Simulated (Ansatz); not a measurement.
```yaml
atoms:
  - { symbol: Ge, position_ang: [-0.0601, -0.2133, -0.0770] }
  - { symbol: F, position_ang: [0.0628, -0.2054, 1.6646] }
  - { symbol: O, position_ang: [1.5047, -0.6341, -0.7792] }
  - { symbol: H, position_ang: [2.2217, -0.0505, -0.4646] }
  - { symbol: F, position_ang: [-0.4580, 1.4415, -0.4662] }
  - { symbol: H, position_ang: [-1.1379, -1.1843, -0.5687] }
```

Computed with RKS PBE/def2-SVP (Ansatz 0.2.0).

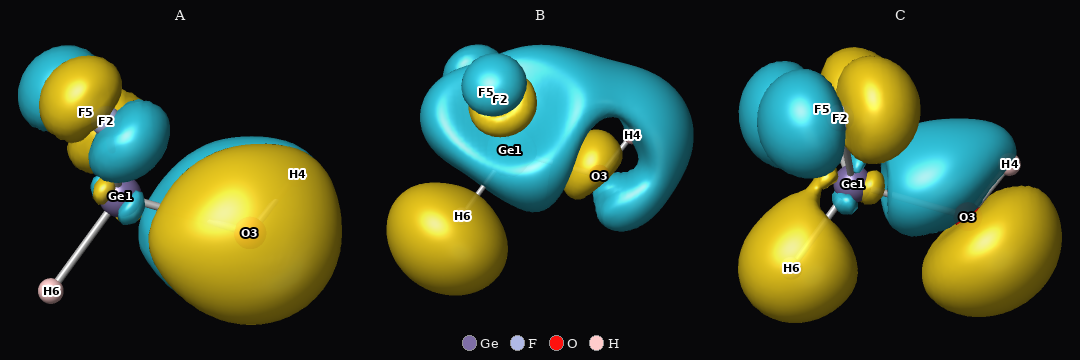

F2GeH2O. Three frontier orbitals at ±0.08 Å⁻³ᐟ² (yellow and cyan are the two phases), in no order.

### Which picture is the HOMO−1, the HOMO and the LUMO?

C is the HOMO−1 (−8.60 eV). Its weight (Hirshfeld) is mainly on O3 (about 45 %), F2 (about 20 %), F5 (about 20 %) and Ge1 (about 10 %); largely a combination of lone pairs on O3, F2 and F5. A is the HOMO (−7.87 eV). It lies mainly on O3 (about 75 %); largely a lone pair of O3. B is the LUMO (−1.22 eV). By Hirshfeld shares it lies mainly on Ge1 (about 40 %), H6 (about 15 %), O3 (about 15 %), F2 (about 10 %), F5 (about 10 %) and H4 (about 10 %).

### What is the HOMO–LUMO gap?

6.65 eV between the orbital energies.
